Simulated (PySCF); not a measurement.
# C5H13NOSi2: what the fields show

Input

```
{"job": {"kind": "nmr", "xc": "PBE0", "basis": "pcSseg-1"}, "charge": 0, "multiplicity": 1}
O     -1.332614     1.142590     1.584481
C     -1.791945     1.130175     0.473710
C     -1.875836    -0.088052    -0.387294
C     -1.804231    -1.347589     0.472856
Si     0.020261    -1.435781     1.012996
C      0.634080    -0.338636    -0.448656
N      1.281488     0.897483    -0.059637
Si     2.979068     1.124244    -0.084442
C     -0.626268    -0.066622    -1.292304
H     -2.148139     2.064179    -0.003037
H     -2.780995    -0.040038    -1.001591
H     -2.510696    -1.286336     1.297913
H     -2.079490    -2.212774    -0.129220
H      0.332713    -0.892328     2.327058
H      0.535848    -2.804611     0.877222
H      1.355836    -0.871224    -1.072960
H      0.760774     1.391769     0.647976
H      3.158556     2.546884     0.193411
H      3.405760     0.752599    -1.435995
H      3.749331     0.318882     0.878702
H     -0.532603     0.888884    -1.813074
H     -0.741309    -0.854312    -2.038963
```

Launched as:

```sh
OMP_NUM_THREADS=1 python probes_run.py task.json out
```

Geometry: GFN2-xTB.

Level of theory: PySCF, PBE0/pcSseg-1, SCF density, gas phase, non-relativistic.

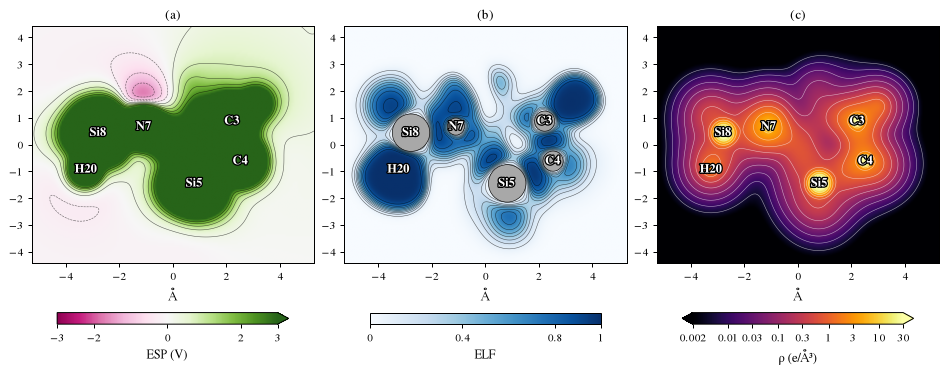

Figure 1. (a) electrostatic potential; (b) electron localisation function; (c) total electron density on the plane of atoms C3, C4 and Si5. Grey discs cover the atomic cores in the ELF map.

Question: Read the bonding off the picture.

Answer:
- The plane passes through C, Si, N and H nuclei.
- Si–N (1.71 Å): the density is about 1.1 e/Å³ at the midpoint; the ELF peaks at about 0.90 between the atoms: a shared but strongly polarised pair.
- C–Si (1.90 Å): ρ is about 0.92 e/Å³ halfway; the ELF peaks at about 0.95 between the atoms (a shared electron pair).
- C–C (1.53 Å): ρ is about 1.6 e/Å³ halfway; the ELF peaks at about 0.95 between the atoms, as expected for a covalent bond.
- The ELF also peaks beside N7, away from the bonds: lone-pair regions.
- Outside the dense part of the molecule the potential is most negative (−1.7 V) near N7.

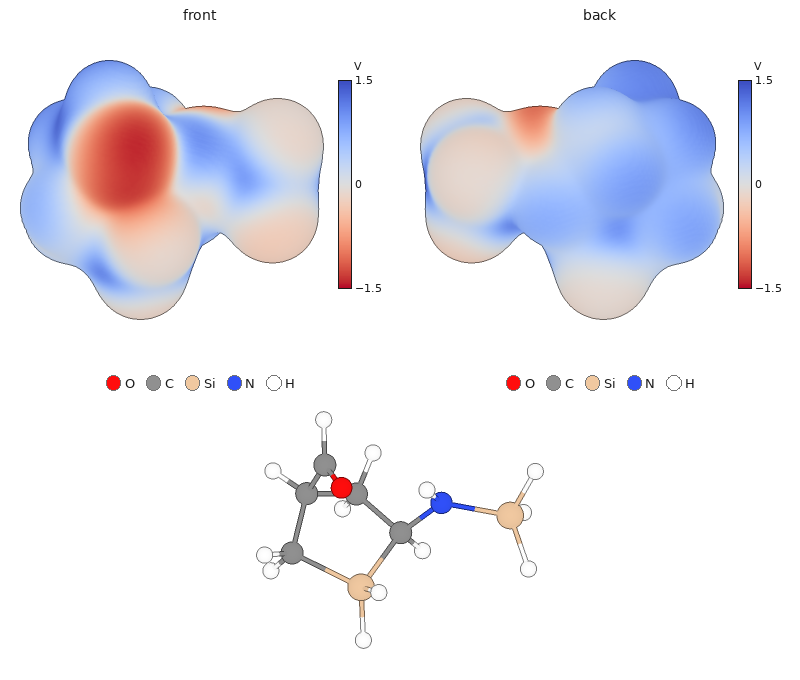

Figure 2. The molecular electrostatic potential painted on the density surface at 0.002 e/bohr³, seen from the front and from behind; red is negative and blue positive. The bare structure is drawn below in the same view.

Question: Describe the electrostatic potential map.

Answer: The most negative region (about −1.4 V) lies over O1, the most positive (about +1.2 V) over C2 and Si8. O1 is the likeliest acceptor of a hydrogen bond.

Question: What dipole moment does the calculation give?

Answer: Its dipole moment is 2.64 D.
